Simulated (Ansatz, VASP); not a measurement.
**SnPPt: VASP beside Ansatz**

Wanted: the spread between two codes on one cell, functional and k mesh. The cell is invented: As first built, before any earlier steps moved the atoms (in the runner's words): it takes the SrPPt structure with some of its atoms replaced by other elements, volume scaled by an estimate. It may not be a known or stable phase. Of the first pair: The cell is a member of a volume series, scaled by 0.96 from a relaxed one, so a pressure remains. Valence electrons are named where the data sets of a main pair hold unlike numbers.

Main program and level: Ansatz 0.2.0; plane waves, with VASP 6.6.1 beside it; single point at LDA.

## Step 1: The structure

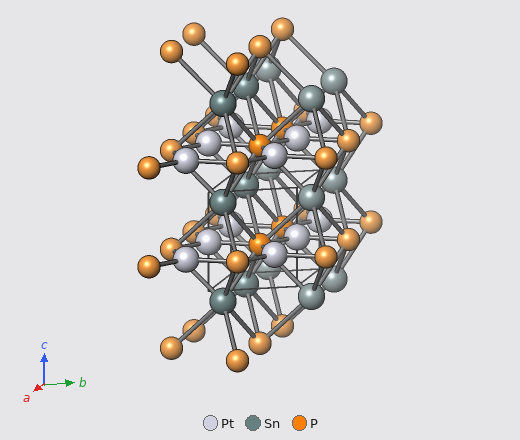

The starting structure, seen slightly off an axis (platinum light grey, tin teal, phosphorus orange). 2×1×2 cells are drawn. Some periodic images of atoms are drawn too.

Coordinates:

```xyz
3
Lattice="3.9194 0.0000 0.0000 -1.9597 3.3943 0.0000 0.0000 0.0000 4.2959" Properties=species:S:1:pos:R:3 pbc="T T T"
Pt    0.0000    0.0000    2.1480
Sn    1.9597    1.1314    0.0000
P     0.0000    2.2629    2.1480
```

## Step 2: VASP: single point, LDA, volume scaled by 0.96

A single point gives forces, pressure and levels at one fixed geometry, so differences don't come from the geometry; what else differs is listed under the comparison.

Lines of VASP's logs that name or quote its potential files are left out, and so is its time.

File INCAR:

```
SYSTEM = SnPPt
PREC = Accurate
ENCUT = 400
EDIFF = 1E-06
NELM = 100
ISMEAR = 0
SIGMA = 0.05
LREAL = .FALSE.
ALGO = Normal
GGA = CA
NBANDS = 20
LORBIT = 11
LWAVE = .FALSE.
LCHARG = .FALSE.
ISIF = 2
```

File POSCAR:

```
SnPPt
1.0
    3.9194313862      0.0000000148      0.0000000000
   -1.9597161609      3.3943277631      0.0000000000
    0.0000000000      0.0000000000      4.2959476998
Pt Sn P
1 1 1
Direct
    0.0000000000      0.0000000000      0.5000000000
    0.6666666700      0.3333333300      0.0000000000
    0.3333333300      0.6666666700      0.5000000000
```

File KPOINTS:

```
Automatic mesh
0
Gamma
7 7 5
0 0 0
```

PAW data sets: Pt, Sn_d and P (LDA family, release 64).

The run is started by

```sh
mpirun -np 1 vasp_std
```

Numbers of over 12 decimals in the logs are rounded to 6 here.

Output:

```text
[banner, memory and clock lines left out]
running    1 mpi-ranks, on    1 nodes
 distrk:  each k-point on    1 cores,    1 groups
 distr:  one band on    1 cores,    1 groups

 POSCAR found type information on POSCAR PtSnP
 POSCAR found :  3 types and       3 ions
 LDA part: xc-table for (Slater(with rela. corr.)+CA(PZ))
 , standard interpolation
 POSCAR, INCAR and KPOINTS ok, starting setup
 FFT: planning ... GRIDC
 FFT: planning ... GRID_SOFT
 FFT: planning ... GRID
 WAVECAR not read
 entering main loop
       N       E                     dE             d eps       ncg     rms          rms(c)
DAV:   1     0.212793019325E+03    0.21279E+03   -0.12119E+04  1000   0.162E+03
DAV:   2     0.115674883281E+01   -0.21164E+03   -0.20168E+03  1008   0.421E+02
DAV:   3    -0.186614285152E+02   -0.19818E+02   -0.19014E+02  1144   0.113E+02
DAV:   4    -0.192863748640E+02   -0.62495E+00   -0.62320E+00  1096   0.203E+01
DAV:   5    -0.193036485144E+02   -0.17274E-01   -0.17271E-01  1300   0.361E+00    0.149E+01
DAV:   6    -0.187425858951E+02    0.56106E+00   -0.37246E+00  1068   0.125E+01    0.772E+00
DAV:   7    -0.186314043044E+02    0.11118E+00   -0.70113E-01  1068   0.655E+00    0.413E+00
DAV:   8    -0.185951851744E+02    0.36219E-01   -0.88680E-02  1128   0.203E+00    0.652E-01
DAV:   9    -0.185938688389E+02    0.13163E-02   -0.81999E-03  1156   0.734E-01    0.212E-01
DAV:  10    -0.185937306759E+02    0.13816E-03   -0.11546E-03  1092   0.294E-01    0.721E-02
DAV:  11    -0.185937031470E+02    0.27529E-04   -0.15013E-04  1120   0.107E-01    0.284E-02
DAV:  12    -0.185937040771E+02   -0.93011E-06   -0.10854E-05  1196   0.311E-02    0.146E-02
DAV:  13    -0.185937031224E+02    0.95465E-06   -0.13131E-06   644   0.116E-02
   1 F= -.18593703E+02 E0= -.18591635E+02  d E =-.413651E-02
```

Parts of OUTCAR (step 2):

```text
ion  position               nearest neighbor table
   1  0.000  0.000  0.500-   3 2.26   3 2.26   3 2.26   2 3.12   2 3.12   2 3.12   2 3.12   2 3.12
                             2 3.12
   2  0.667  0.333  0.000-   3 3.12   3 3.12   1 3.12   1 3.12   1 3.12   1 3.12   3 3.12   3 3.12
                             3 3.12   3 3.12   1 3.12   1 3.12
   3  0.333  0.667  0.500-   1 2.26   1 2.26   1 2.26   2 3.12   2 3.12   2 3.12   2 3.12   2 3.12
                             2 3.12

  LATTYP: Found a hexagonal cell.
 ALAT       =     3.9194313862
 C/A-ratio  =     1.0960640145

 Subroutine GETGRP returns: Found 12 space group operations
 (whereof 12 operations were pure point group operations)

The static configuration has the point symmetry D_3h.

 Found     24 irreducible k-points:

   k-points           NKPTS =     24   k-points in BZ     NKDIM =     24   number of bands    NBANDS=     20

   dimension x,y,z NGX =    28 NGY =   28 NGZ =   28
   dimension x,y,z NGXF=    56 NGYF=   56 NGZF=   56

   ENCUT  =  400.0 eV  29.40 Ry    5.42 a.u.   6.39  6.39  7.01*2*pi/ulx,y,z

   NELECT =      29.0000    total number of electrons

 k-points in reciprocal lattice and weights: Automatic mesh
   0.00000000  0.00000000  0.00000000       0.004
   0.14285714 -0.00000000  0.00000000       0.024
   0.28571429 -0.00000000  0.00000000       0.024
   0.42857143 -0.00000000  0.00000000       0.024
   0.14285714  0.14285714  0.00000000       0.024
   0.28571429  0.14285714  0.00000000       0.049
   0.42857143  0.14285714  0.00000000       0.024
   0.28571429  0.28571429  0.00000000       0.024
   0.00000000  0.00000000  0.20000000       0.008
[...]
0.42857143  0.14285714  0.40000000       0.049
   0.28571429  0.28571429  0.40000000       0.049

 average (electrostatic) potential at core
       1 -65.5524       2 -97.5255       3 -81.2071

 E-fermi :   8.9026

 k-point     1 :       0.0000    0.0000    0.0000
  band No.  band energies     occupation
    ...
      9       2.4519      2.00000
     10       5.0737      2.00000
     11       5.6230      2.00000
     12       5.6230      2.00000
     13       7.5119      2.00000
     14      11.2147      0.00000
     15      11.2147      0.00000
     16      11.6395      0.00000
     17      12.4393      0.00000
     18      12.4393      0.00000
    ...

 k-point     2 :       0.1429   -0.0000    0.0000
  band No.  band energies     occupation
    ...
      9       2.9593      2.00000
     10       4.5033      2.00000
     11       5.5892      2.00000
     12       6.5052      2.00000
     13       7.4242      2.00000
     14       9.0526      0.00002
     15       9.8978      0.00000
     16      11.7852      0.00000
     17      13.2724      0.00000
     18      13.4648      0.00000
    ...

 k-point     3 :       0.2857   -0.0000    0.0000
  band No.  band energies     occupation
    ...
     11       5.5150      2.00000
     12       5.9806      2.00000
     13       7.7713      2.00000
     14       7.8863      2.00000
     15       8.2601      2.00000
     16      11.5821      0.00000
     17      12.0147      0.00000
     18      13.4293      0.00000
     19      13.7976      0.00000
     20      16.8830      0.00000

  Total        2.3488043      2.3488051      1.2872633     -0.0000003     -0.0000000      0.0000000
  in kB       65.8448153     65.8448394     36.0862834     -0.0000088     -0.0000000      0.0000000
  external PRESSURE =      55.9253127 kB  Pullay stress =       0.0000000 kB

  energy-cutoff  :      400.00
  volume of cell :       57.15
      direct lattice vectors                 reciprocal lattice vectors
     3.919431386  0.000000015  0.000000000     0.255139049  0.147304607  0.000000000
    -1.959716161  3.394327763  0.000000000    -0.000000001  0.294609144  0.000000000
     0.000000000  0.000000000  4.295947700     0.000000000  0.000000000  0.232777508

 POSITION                                       TOTAL-FORCE (eV/Angst)
 -----------------------------------------------------------------------------------
      0.00000      0.00000      2.14797        -0.000000      0.000000      0.000000
      1.95972      1.13144      0.00000         0.000000     -0.000000      0.000000
     -0.00000      2.26289      2.14797        -0.000000      0.000000      0.000000
 -----------------------------------------------------------------------------------
    total drift:                               -0.000006      0.000010     -0.000000

  FREE ENERGIE OF THE ION-ELECTRON SYSTEM (eV)
  ---------------------------------------------------
  free  energy   TOTEN  =       -18.5937031224 eV

  energy  without entropy=      -18.5895666165  energy(sigma->0) =      -18.59163487

 total charge
# of ion       s       p       d       tot
------------------------------------------
    1        0.772   0.688   8.232   9.691
    2        1.396   0.744  10.004  12.144
    3        1.054   1.409   0.000   2.463
--------------------------------------------------
tot          3.222   2.841  18.236  24.299

[... 3 further parts left out ...]
```

This run has no spin polarisation. Its electron count is odd, so without a moment it is a metal by construction. The k-mesh is coarse for a metal. The scan keeps the cell's shape and the fractional positions fixed.

## Step 3: Ansatz: single point, LDA, volume scaled by 0.96

Ansatz runs on its default PAW (the set named soft_2) files.

The same cell, functional (in two slightly different forms), mesh and smearing now go to Ansatz, which takes its cutoff from its data sets.

File input.yaml:

```yaml
crystal:
  lattice:
    - [3.9194313862, 1.48e-08, 0.0]
    - [-1.9597161609, 3.3943277631, 0.0]
    - [0.0, 0.0, 4.2959476998]
  atoms:
    - { symbol: Pt, position: [0.0, 0.0, 0.5] }
    - { symbol: Sn, position: [0.66666667, 0.33333333, 0.0] }
    - { symbol: P, position: [0.33333333, 0.66666667, 0.5] }
hamiltonian:
  xc: lda
  pseudopotentials: { kind: paw }
kpoints:
  mp_grid: { grid: [7, 7, 5] }
scf:
  occupations: { method: gaussian, width: 0.05 }
  n_extra_bands: 4
output:
  forces: true
  stress: true
  eigenvalues: true
  write_density: true
  write_potential: true
  elf: true
  volumetric_format: npy
```

The run is started by

```sh
ansatz run input.yaml --threads 2 --pin off --max-ram 4608MiB --backend cpu --events-out ev --progress --plain --runs-dir out
```

Output:

```text
Warning: the atoms were moved onto the symmetric positions of the space group found under crystal.symmetry.tolerance 1.0e-5 (fractional; no operation is sought that the atoms, as they stand in a round, miss by more than twice it, and no atom is moved by as much as it), and the run uses the moved positions. Before a round's move an operation carried an atom to 3.92e-8 Å from where it should land, the largest such dist [...]
scf.n_extra_bands = 4 over 19 filled bands (N_el = 37.0): the run solves 23 bands
Engine: ansatz 0.2.0, aarch64-unknown-linux-gnu
Pseudopotentials: kind: paw
Pseudopotential: Pt, paw, valence charge 18, recommended cutoff 420 eV (normal), Pt.paw.azcp
Pseudopotential: Sn, paw, valence charge 14, recommended cutoff 420 eV (normal), Sn.paw.azcp
Pseudopotential: P, paw, valence charge 5, recommended cutoff 420 eV (normal), P.paw.azcp
Functional definition: SPW92
  exchange = slater_x
  correlation = pw_c
Crystal: 3 atoms, lattice volume = 57.153 Å³
Basis set: ecut = 420 eV, 1143 PW (Γ)
Bands: 23, of which v1, the nominal top of the filled ones, is band 19 counted from 1 (18 counted from 0)
Symmetry: 12 space group operations
Space group: P-6m2 (ITA 187), of the structure as read, at distance tolerance 3.9e-5 Å
k-points: 24 of 245 (time reversal used)
Non-local potential: Pt, projectors of the file, l = 0: 3, l = 1: 2, l = 2: 2, l = 3: 1
Non-local potential: Sn, projectors of the file, l = 0: 2, l = 1: 2, l = 2: 2, l = 3: 2
Non-local potential: P, projectors of the file, l = 0: 2, l = 1: 2, l = 2: 2
PAW form: soft (Blöchl's): semilocal exchange-correlation on the pseudo side does not see the compensation charge
PAW frozen core: Pt, regenerated for the run's functional, and the local potential with it (the file was generated under x = pbe(κ = 0.804, μ = 0.219515), c = pbe(β = 0.066725))
PAW frozen core: Sn, regenerated for the run's functional, and the local potential with it (the file was generated under x = pbe(κ = 0.804, μ = 0.219515), c = pbe(β = 0.066725))
PAW frozen core: P, regenerated for the run's functional, and the local potential with it (the file was generated under x = pbe(κ = 0.804, μ = 0.219515), c = pbe(β = 0.066725))
PAW one-centre angular grid: Pt, 590 points (default); XC on 64 Gauss nodes
PAW one-centre angular grid: Sn, 590 points (default); XC on 64 Gauss nodes
PAW one-centre angular grid: P, 110 points (default); XC on 64 Gauss nodes
Initial density: superposition of atomic densities (neutral atoms: chi_scale 0, normalization atom), corrected by the library's trained network
Initial wavefunctions: pseudopotential atomic-orbital guess
Functional: x = slater, c = lda
SCF iter   1: F=—  HF=-18851.083386 eV  |F-HF|=—  |Δ(HF+E_count)|=         —  Δρ=8.18e-3  dr2=2.22e-2  ethr=1.77e-3  ⟨swp⟩=6.6  Hψ=2704  notcnv=0
preconditioner: auto → Kerker (q_TF=auto, 2.538 Å⁻¹)  [metal: Δε(μ)=0.019 eV  Ē_g=13.902 eV  σ=0.050 eV  W_gap=0.21  n_scr=20 (ndim 8)  ℏωp=26.5 eV  f_vac=0.000  D(μ)=3.28/eV (n_scr^D=28)]
SCF iter   2: F=—  HF=-18851.078889 eV  |F-HF|=—  |Δ(HF+E_count)|=   4.50e-3  Δρ=4.39e-3  dr2=7.62e-3  ethr=6.00e-5  ⟨swp⟩=2.2  Hψ=1009  notcnv=0  defer=2
SCF iter   3: F=—  HF=-18851.076479 eV  |F-HF|=—  |Δ(HF+E_count)|=   2.41e-3  Δρ=8.13e-4  dr2=4.79e-4  ethr=2.06e-5  ⟨swp⟩=2.2  Hψ=873  notcnv=0  defer=2
SCF iter   4: F=—  HF=-18851.076365 eV  |F-HF|=—  |Δ(HF+E_count)|=   1.13e-4  Δρ=3.06e-4  dr2=7.83e-5  ethr=1.29e-6  ⟨swp⟩=2.0  Hψ=705  notcnv=0  defer=2
SCF iter   5: F=—  HF=-18851.076344 eV  |F-HF|=—  |Δ(HF+E_count)|=   2.15e-5  Δρ=8.42e-5  dr2=5.46e-6  ethr=2.12e-7  ⟨swp⟩=2.5  Hψ=733  notcnv=0  defer=2
SCF iter   6: F=—  HF=-18851.076342 eV  |F-HF|=—  |Δ(HF+E_count)|=   1.85e-6  Δρ=2.08e-5  dr2=3.18e-7  ethr=1.48e-8  ⟨swp⟩=2.2  Hψ=878  notcnv=0  defer=2
SCF iter   7: F=-18851.076342 eV  HF=-18851.076342 eV  |F-HF|=2.16e-8  |Δ(HF+E_count)|=   3.47e-8  Δρ=6.34e-6  dr2=3.99e-8  ethr=2.70e-10  ⟨swp⟩=12.6  Hψ=3823  notcnv=0
SCF 1 converged in 7 iterations: F = -18851.076342 eV  dr2 = 3.99e-8
  greatest PAW one-centre occupation: 1.000 electrons in one spin orbital (limit 2), on the Pt atom at site 0 (counted from 0), in its partial waves of l = 0
SCF converged after 7 iterations
Free energy (F): -18851.076342 eV
Harris-Foulkes:  -18851.076342 eV  (|F-HF|=2.16e-8)
Internal energy: -18851.072289 eV  (E = F + TS)
E sigma→0 (E₀):  -18851.074316 eV
Entropy (-TS):   -0.004053 eV (-1.351 meV/atom)
Fermi energy:    13.629504 eV
--- Per-component energies (eV) ---
  E_band       = -314.674279
  E_kinetic    = 902.881333
  E_local      = -3058.189033  (includes V_loc(G=0)·N_el)
  E_nonlocal   = 212.735878
  E_hartree    = 1374.415216
  E_xc         = -704.674988
  E_vxc        = -467.164435  (∫ρ·V_xc dr)
  E_paw        = -13709.585772  (= ΣΔE_a)
  E_vpaw       = -653.760004  (= ΣTr[D̂ρ^β])
  E_aug_tail   = 0.000170  (compensation charges beyond the density's cutoff)
  E_ewald      = -3869.661214
  E_core_change = 1.006119  (= ΣΔE_core)
  E_smearing   = -0.004053  (= −TS)
  E_closure    = -0.000000  (closes the sum)
  Σ components = -18851.076342   (vs F -18851.076342, Δ=0.00e0)
--- Forces (eV/Å), atoms counted from 1 ---
  atom   1  Pt    -0.00000000     0.00000000     0.00000000
  atom   2  Sn     0.00000000     0.00000000     0.00000000
  atom   3  P     -0.00000000    -0.00000000    -0.00000000
  max |Σ_I F_I| component: 2.96e-16 eV/Å
--- Stress (GPa, compression-positive) ---
        6.248375      -0.000000       0.000000
        0.000000       6.248375      -0.000000
        0.000000      -0.000000       3.588741
  P = ⅓ Tr σ = 5.3618 GPa (53.618 kbar)
--- Band table (eV; the first three rows and the last of 24) ---
  k-point 0: bands = [... 15 lower, 10.3473, 12.2206, 15.9390, 15.9390, 16.3403, 17.1741, 17.1741, 18.9184]
  k-point 1: bands = [... 15 lower, 10.2705, 12.8037, 16.1731, 16.1731, 16.4509, 17.1176, 17.1176, 18.6792]
  k-point 2: bands = [... 15 lower, 10.5113, 13.9438, 15.3465, 16.5935, 16.5935, 16.9612, 16.9612, 20.2565]
  k-point 23: bands = [... 15 lower, 10.4557, 11.4891, 11.6707, 12.4556, 13.6062, 18.0834, 19.2718, 19.9206]
```

Wall time 6.5 s (2 threads of Arm Neoverse N1, shared host); peak memory 0.35 GiB; 8.1 s of CPU time.

The run ends at a pressure of 5.36 GPa.

## Step 4: Comparison

Known differences besides the potentials themselves: the two LDA forms differ slightly; the data sets hold 37 valence electrons in Ansatz (on its default PAW (the set named soft_2) files) and 29 in VASP; the cutoff is 420 eV in Ansatz and 400 eV in VASP; VASP's log shows a relativistic correction to its local exchange, Ansatz's none. Total energies have different zeros and are not compared.

Compared:

```csv
quantity,Ansatz,VASP,difference
pressure (GPa),5.36,5.59,-0.23
pressure without Ansatz's Pulay correction (GPa),5.31,5.59,-0.28
```

Ansatz's pressure holds a Pulay correction of 0.05 GPa; VASP's holds none.

## Step 5: VASP: single point, LDA, volume scaled by 0.98

With cell and atoms fixed, the geometry can't cause a difference; cores, projectors, grids and the points listed under the comparison can. The cell compared in this pair holds 58.34 Å³, against 57.15 Å³ for the pair before.

INCAR is that of step 2.

File POSCAR:

```
SnPPt
1.0
    3.9464628017      0.0000000149      0.0000000000
   -1.9732318719      3.4177376599      0.0000000000
    0.0000000000      0.0000000000      4.3255758616
Pt Sn P
1 1 1
Direct
    0.0000000000      0.0000000000      0.5000000000
    0.6666666700      0.3333333300      0.0000000000
    0.3333333300      0.6666666700      0.5000000000
```

KPOINTS is that of step 2.

The run is started by

```sh
mpirun -np 1 vasp_std
```

Output:

```text
[... set-up lines as in an earlier step ...]
 entering main loop
       N       E                     dE             d eps       ncg     rms          rms(c)
DAV:   1     0.209994290137E+03    0.20999E+03   -0.12295E+04   996   0.164E+03
DAV:   2     0.106498565917E+01   -0.20893E+03   -0.19986E+03  1016   0.407E+02
DAV:   3    -0.186607476458E+02   -0.19726E+02   -0.18943E+02  1124   0.112E+02
DAV:   4    -0.193009870018E+02   -0.64024E+00   -0.63856E+00  1096   0.207E+01
[...]
DAV:  10    -0.186250039000E+02    0.14012E-03   -0.10597E-03  1096   0.294E-01    0.689E-02
DAV:  11    -0.186249815743E+02    0.22326E-04   -0.11456E-04  1128   0.947E-02    0.265E-02
DAV:  12    -0.186249825315E+02   -0.95717E-06   -0.76486E-06  1128   0.245E-02
   1 F= -.18624983E+02 E0= -.18623062E+02  d E =-.384099E-02
```

OUTCAR, selected parts (step 5):

```text
  Total        1.1181225      1.1181229      0.6073468     -0.0000001     -0.0000000      0.0000000
  in kB       30.7050148     30.7050260     16.6784876     -0.0000041     -0.0000000      0.0000000
  external PRESSURE =      26.0295095 kB  Pullay stress =       0.0000000 kB

 POSITION                                       TOTAL-FORCE (eV/Angst)
 -----------------------------------------------------------------------------------
      0.00000      0.00000      2.16279        -0.000000     -0.000000      0.000000
      1.97323      1.13925      0.00000         0.000000     -0.000000      0.000000
     -0.00000      2.27849      2.16279        -0.000000      0.000000      0.000000
 -----------------------------------------------------------------------------------
    total drift:                               -0.000006      0.000010     -0.000000

  FREE ENERGIE OF THE ION-ELECTRON SYSTEM (eV)
  ---------------------------------------------------
  free  energy   TOTEN  =       -18.6249825315 eV

  energy  without entropy=      -18.6211415454  energy(sigma->0) =      -18.62306204

[... 1 part as in an earlier step ...]

[... 2 further parts left out ...]
[key lines of the parts left out:]
E-fermi :   8.6093
```

The run ends at a pressure of 2.60 GPa.

(Part 1 of 2 ends here.)

[Lines on the potential files, build, host, timing and source positions are cut from VASP's logs without a mark.]

[Logs are printed without paths, hosts, clocks, repeated set-up lines and the standing remarks that a program may print on its own settings, such as how far it seeks lower states.]

[Hosts, paths, dates, database ids (printed as entryN), source tags and the programs' standing remarks are cut or masked in the printed files.]
